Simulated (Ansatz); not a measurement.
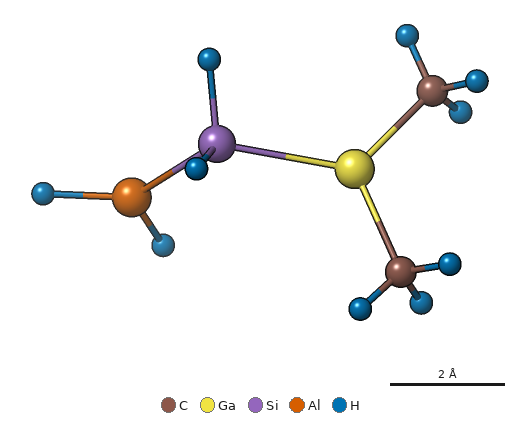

Starting structure of C2H10AlGaSi. Style: ball-and-stick. Shown at a tilt.

The start comes from GFN2-xTB.

All numbers below come from Ansatz, RKS PBE0-D4/def2-TZVP.

Input
```yaml
crystal:
  periodic: [false, false, false]
  atoms:
    - {symbol: C, position_ang: [-1.563430, -0.391460, 1.795200]}
    - {symbol: Ga, position_ang: [0.158650, -0.352930, 0.664870]}
    - {symbol: C, position_ang: [1.373800, -2.001990, 0.897900]}
    - {symbol: Si, position_ang: [0.679080, 1.538790, -0.837900]}
    - {symbol: Al, position_ang: [-0.480880, 1.703210, -2.971130]}
    - {symbol: H, position_ang: [-1.341470, -0.628850, 2.842190]}
    - {symbol: H, position_ang: [-2.108530, 0.558480, 1.778640]}
    - {symbol: H, position_ang: [-2.248070, -1.166970, 1.432020]}
    - {symbol: H, position_ang: [2.303890, -1.945300, 0.322870]}
    - {symbol: H, position_ang: [0.849410, -2.914130, 0.590640]}
    - {symbol: H, position_ang: [1.643900, -2.129790, 1.952810]}
    - {symbol: H, position_ang: [2.172930, 1.554530, -0.974940]}
    - {symbol: H, position_ang: [0.476310, 2.763370, 0.007240]}
    - {symbol: H, position_ang: [-1.517740, 0.611970, -3.415640]}
    - {symbol: H, position_ang: [-0.397860, 2.801090, -4.084770]}
basis:
  gaussian: {orbitals: def2-TZVP}
hamiltonian: {xc: pbe0, dispersion: d4}
relax: {f_tol: 0.005, max_steps: 150}
```

Predict the outcome.

Over 54 accepted moves (60 points after the start) the energy falls by 0.271 eV. Largest force component: 0.75 eV/Å at the start, 0.0012 eV/Å at the end. The line search rejected the trial steps at points 9, 32, 41, 49, 52, 57 of the run. The forces were under the threshold at step 42, but the run went on from there. The largest move after the best rigid fit is that of H15, 2.21 Å. Largest moves by element: H 2.21 Å, Al 0.32 Å, Si 0.28 Å, C 0.26 Å, Ga 0.07 Å. Near-neighbour distances that change, for instance: C1–Ga2 2.060 → 1.975 Å, Ga2–Si4 2.471 → 2.420 Å, Al5–H14 1.570 → 1.591 Å, Si4–H12 1.500 → 1.495 Å. Among the angles between lasting bonds that change: H14–Al5–H15 108.7° → 118.5°, Si4–Al5–H15 130.2° → 120.7°, Ga2–Si4–Al5 119.0° → 110.4°. Groups turn about Si4–Al5 by about 90°, C1–Ga2 by about 30°, Ga2–C3 by about 25°. The run took about 24 core-minutes on a shared host.

Final geometry:

```xyz
15

C    -1.5484   -0.4355    1.7609
Ga    0.1250   -0.3270    0.7177
C     1.3826   -1.8490    0.6898
Si    0.5858    1.6506   -0.5982
Al   -0.3939    1.4389   -2.8178
H    -1.4871   -1.1873    2.5502
H    -1.8152    0.5269    2.2011
H    -2.3659   -0.7219    1.0904
H     2.0198   -1.8501   -0.1955
H     0.8517   -2.8019    0.7532
H     2.0349   -1.7809    1.5669
H     2.0636    1.8418   -0.7163
H     0.0262    2.8555    0.0869
H    -1.8956    1.8892   -3.0880
H     0.4163    0.7508   -4.0013
```

After the run, drawn alike:

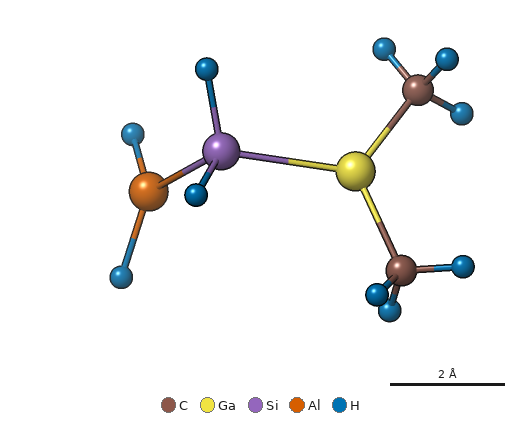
